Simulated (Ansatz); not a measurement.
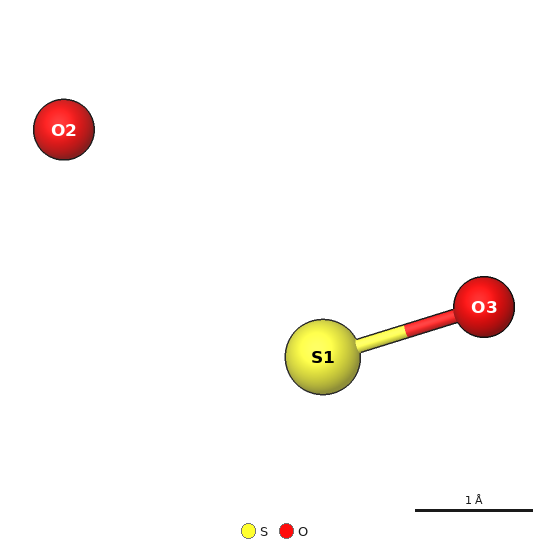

(Drawn from a calculation with Ansatz.)

Orthographic view. Atoms fade into the background with distance from the viewer. Geometry: a fixed input geometry, not necessarily a minimum.

Give the distance matrix in Å.

```
atom    S1    O2    O3
  S1  0.00            
  O2  2.95  0.00      
  O3  1.48  3.90  0.00
```
